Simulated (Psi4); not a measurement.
# CH4Si (SMILES C=[SiH2]): CEPA(3)/6-31G

Aim: the energy change on altering one bond length of CH4Si at CEPA(3)/6-31G, from 2 runs. 

The calculation is run with Psi4 1.11.

### 1 The system as given

CH4Si has 6 atoms, charge 0, and is taken as a singlet. As SMILES, `C=[SiH2]`. Geometry: relaxed at GFN2-xTB.

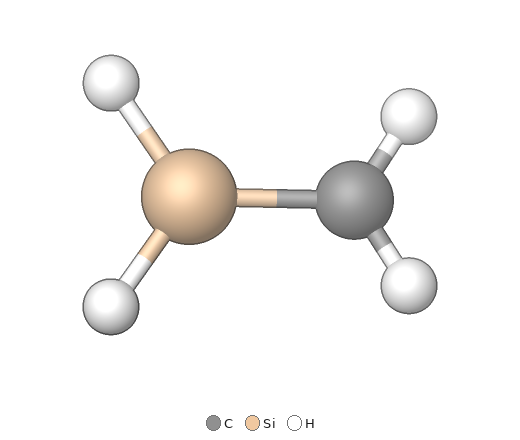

The structure, seen from a chosen angle (carbon grey, silicon light orange, hydrogen white).

### 2 Energy and gradient at CEPA(3)/6-31G

input.inp

```
memory 1600 MB

molecule molecule1 {
  0 1
  C     -0.738690    -0.547160    -0.265100
  Si     0.611270     0.451760     0.218260
  H     -1.408510    -0.996610     0.448130
  H     -0.962920    -0.758160    -1.296740
  H      0.952980     0.765970     1.600750
  H      1.545870     1.084200    -0.705300
  symmetry c1
}

set globals {
  basis 6-31G
  scf_type pk
}

result = gradient('cepa(3)')
```

Run with:

```bash
$ psi4 input.inp input.out -n 1
```

input.out:

```text
[...]
  Running in c1 symmetry.
[...]
  Nuclear repulsion =   50.789467282495202
[...]
  Multiplicity = 1
[...]
  Nalpha       = 12
  Nbeta        = 12
[...]
    Number of basis functions: 30
[...]
   @RHF iter   1:  -328.90603928781155   -6.09993e-01   1.10944e-02 ADIIS/DIIS
[...]
      * SCS-MP2 total energy:                 -329.148917913131
[...]
      * MP2 total energy:                     -329.143488458256
[...]
      * SCS-MP2 total energy:                 -329.149022745458
[...]
      * MP2 total energy:                     -329.143589982244
[...]
   @RHF iter  13:  -328.98264134755129   -5.68434e-14   4.48423e-11 DIIS
[...]
    Orbital Energies [Eh]
    ---------------------
    Doubly Occupied:
       1A    -68.781764     2A    -11.233805     3A     -6.149979
       4A     -4.254982     5A     -4.254972     6A     -4.253762
       7A     -0.916047     8A     -0.694607     9A     -0.582290
      10A     -0.503112    11A     -0.485088    12A     -0.308313
[...]
  @RHF Final Energy:  -328.98264134755129
   => Energetics <=
    Nuclear Repulsion Energy =             50.8012272044881641
    One-Electron Energy =                -554.7302972770518181
    Two-Electron Energy =                 174.9464287250123675
    Total Energy =                       -328.9826413475512936
[...]
 Multipole Moments:
 ------------------------------------------------------------------------------------
     Multipole            Electronic (a.u.)      Nuclear  (a.u.)        Total (a.u.)
 ------------------------------------------------------------------------------------
 L = 1.  Multiply by 2.5417464519 to convert [e a0] to [Debye]
 Dipole X            :          0.7174011           -0.5841856            0.1332155
 Dipole Y            :          0.5281076           -0.4294313            0.0986763
 Dipole Z            :          0.2533678           -0.2060642            0.0473036
 Magnitude           :                                                    0.1723979
[...]
      * SCS-MP2 total energy:                 -329.148809005584
[...]
      * MP2 total energy:                     -329.143382849033
[...]
```

Run time: 64 s. Hardware: 1 thread of Intel Xeon Platinum 8259CL at 2.50GHz (Skylake/Cascade Lake), shared host; peak memory 0.21 GiB.

### 3 The distorted shape

input.in

```
memory 1600 mb

molecule m {
  C
  Si 1 r2
  H 1 r3 2 a3
  H 1 r4 3 a4 2 d4
  H 2 r5 1 a5 3 d5
  H 2 r6 5 a6 1 d6

  r2 = 1.747533
  r3 = 1.076736
  a3 = 122.40791
  r4 = 1.1843
  a4 = 115.04697
  d4 = -179.95093
  r5 = 1.458346
  a5 = 124.4977
  d5 = -0.01091
  r6 = 1.458225
  a6 = 110.9027
  d6 = 179.92731
  symmetry c1
}

set basis 6-31G
set reference rhf
set scf_type pk

energy_value, wavefunction = gradient('cepa(3)', return_wfn=True)
```

Run with:

```bash
$ psi4 input.in input.out -n 1
```

input.out:

```text
[...]
  Running in c1 symmetry.
[...]
  Nuclear repulsion =   50.400419938654281
[...]
  Multiplicity = 1
[...]
  Nalpha       = 12
  Nbeta        = 12
[...]
    Number of basis functions: 30
[...]
   @RHF iter   1:  -328.90630536144624   -6.64420e-01   1.05081e-02 ADIIS/DIIS
[...]
      * SCS-MP2 total energy:                 -329.144193204033
[...]
      * MP2 total energy:                     -329.138618277124
[...]
      * SCS-MP2 total energy:                 -329.144298416882
[...]
      * MP2 total energy:                     -329.138720222332
[...]
   @RHF iter  13:  -328.97541461604038   -5.68434e-14   4.23536e-11 DIIS
[...]
    Orbital Energies [Eh]
    ---------------------
    Doubly Occupied:
       1A    -68.782792     2A    -11.245094     3A     -6.150951
       4A     -4.256001     5A     -4.255927     6A     -4.254732
       7A     -0.905661     8A     -0.691361     9A     -0.567445
      10A     -0.500333    11A     -0.482453    12A     -0.308782
[...]
  @RHF Final Energy:  -328.97541461604038
   => Energetics <=
    Nuclear Repulsion Energy =             50.4121754417563963
    One-Electron Energy =                -553.9721174634771614
    Two-Electron Energy =                 174.5845274056803760
    Total Energy =                       -328.9754146160403820
[...]
 Multipole Moments:
 ------------------------------------------------------------------------------------
     Multipole            Electronic (a.u.)      Nuclear  (a.u.)        Total (a.u.)
 ------------------------------------------------------------------------------------
 L = 1.  Multiply by 2.5417464519 to convert [e a0] to [Debye]
 Dipole X            :         -0.0021537            0.0022532            0.0000995
 Dipole Y            :          0.0888590           -0.0746559            0.0142031
 Dipole Z            :          0.9880993           -0.8030556            0.1850438
 Magnitude           :                                                    0.1855881
[...]
      * SCS-MP2 total energy:                 -329.144083914719
[...]
      * MP2 total energy:                     -329.138512245515
[...]
```

Run time: 62 s. Hardware: 1 thread of Intel Xeon Platinum 8259CL at 2.50GHz (Skylake/Cascade Lake), shared host; peak memory 0.21 GiB.

### 4 What came out

Level: CEPA(3)/6-31G.

| quantity | value |
| --- | --- |
| first shape: total energy | -329.17014 Eh |
| first shape: correlation energy | -187.4 mEh |
| first shape: largest force on an atom | 0.939 eV/Å |
| distorted shape: total energy | -329.16561 Eh |
| distorted shape: correlation energy | -190.1 mEh |
| distorted shape: largest force on an atom | 2.749 eV/Å |
| energy change with the C1–H4 bond stretched from 1.077 to 1.184 Å | 0.123 eV |

What this shows: With the C1–H4 bond stretched from 1.077 to 1.184 Å the energy rises by 0.12 eV (11.9 kJ/mol). The first shape isn't relaxed at this level, so the change isn't measured from a minimum. The largest force (first shape) is 0.94 eV/Å: the shape isn't a stationary point for this species at this level.
